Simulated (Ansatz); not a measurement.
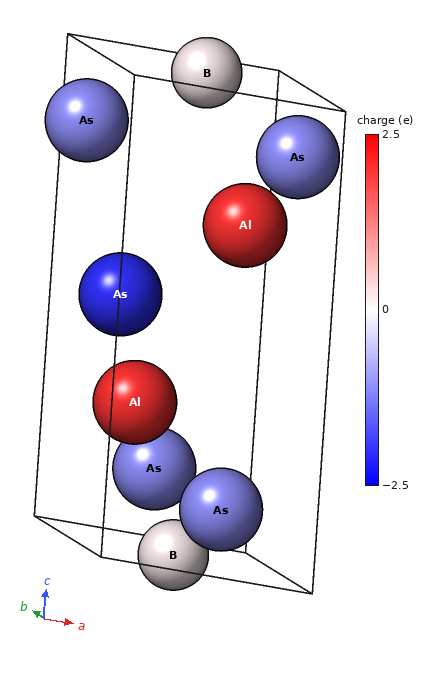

The image is a spheres-only drawing of a crystal, viewed slightly off an axis. The parallelepiped is the cell (the run's own, in a reduced setting). The atoms of this Al2BAs3 cell are coloured by their Bader charge.

The numbers come from Ansatz, DFT PBE, scalar-relativistic, plane waves, PAW, using a 420 eV plane-wave basis, k-points about 0.23 Å⁻¹ apart, Gaussian smearing of 0.02 eV, no spin polarisation.

Interpret the colouring.

Most positive: Al; most negative: As. Charges: about Al +2.0 e; B +0.2 e; As -2.0 to -1.1 e. The transfer is large, as in an ionic solid.

Provenance: a structure type filled with these elements by a generator (whether the compound takes this form wasn't checked). Earlier steps of the study may have refined or changed the cell and positions. A calculation with Ansatz used it as input.
